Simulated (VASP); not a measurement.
Given:

```xyz
2
Lattice="0.0000 3.1920 3.1920 3.1920 0.0000 3.1920 3.1920 3.1920 0.0000" Properties=species:S:1:pos:R:3 pbc="T T T"
K      0.0000     0.0000     0.0000
Cl     3.1920     3.1920     3.1920
```

Computed with PBE GGA with D3 dispersion (zero damping), VASP's PBE PAW potentials (set 64) (plane waves; VASP). Run with 520 eV cut-off, 8×8×8 Γ-centred mesh, tetrahedra with Blöchl corrections, potentials K_sv Cl.

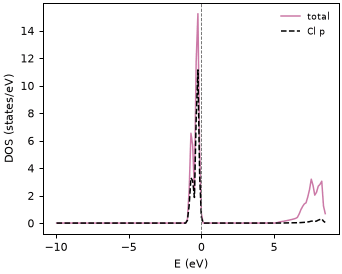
*Total and projected density of states, zero at the valence-band maximum*

Within 2 eV below the valence-band maximum the largest weight inside VASP's projection spheres is Cl p.

The gap is direct, 5.04 eV, from the valence maximum at Γ to the conduction minimum at Γ.

The compound is KCl in the rock salt structure. It was relaxed first.
